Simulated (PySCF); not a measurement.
Species, as SMILES: O=[O+][O-].
Geometry (B3LYP-D3(BJ)/def2-TZVP, fixed):
```
O
O 1 1.2535
O 1 1.2535 2 118.30
```
Charge 0, spin multiplicity 1.

Basis-set convergence of the lowest singlet excitation energy at CAM-B3LYP with PySCF. Tamm-Dancoff approximation; the state is taken by its order, and sets in which it differs in degeneracy or brightness are left out, yet its character can still change. All functions are spherical. Density fitting with generated auxiliary sets. No added dispersion term, no relativity. Reference: the value in d-aug-cc-pVTZ, 2.199 eV, itself unsure by roughly 0.002 eV (its mean distance from aug-cc-pVQZ, aug-pcseg-2, aug-cc-pVTZ). Deviations are taken from unrounded values. Cost is core time over that of cc-pVDZ, rough, on shared machines of one kind; a dash marks a row that isn't timed (too short, read off another run, short of memory, by another algorithm or on other hardware).

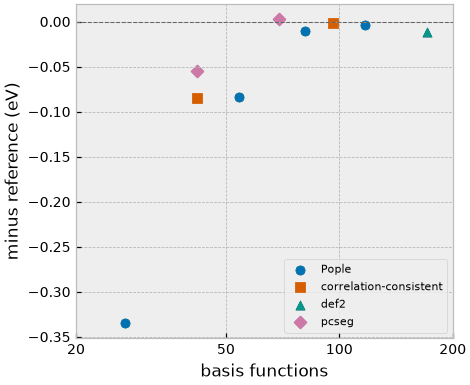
Fig. 1. Deviation from the reference against the number of basis functions, by family of sets.

```tsv
basis	functions	lowest singlet excitation energy (eV)	minus reference (eV)	cost
3-21G	27	1.864	-0.335	-
cc-pVDZ	42	2.115	-0.084	1×
pcseg-1	42	2.144	-0.055	0.9×
6-311G**	54	2.116	-0.083	1×
aug-pcseg-1	69	2.202	0.003	1×
6-311++G(2d,2p)	81	2.188	-0.011	2×
d-aug-cc-pVDZ	96	2.198	-0.001	2×
6-311++G(3df,3pd)	117	2.195	-0.004	7×
def2-QZVPP	171	2.188	-0.011	10×
```
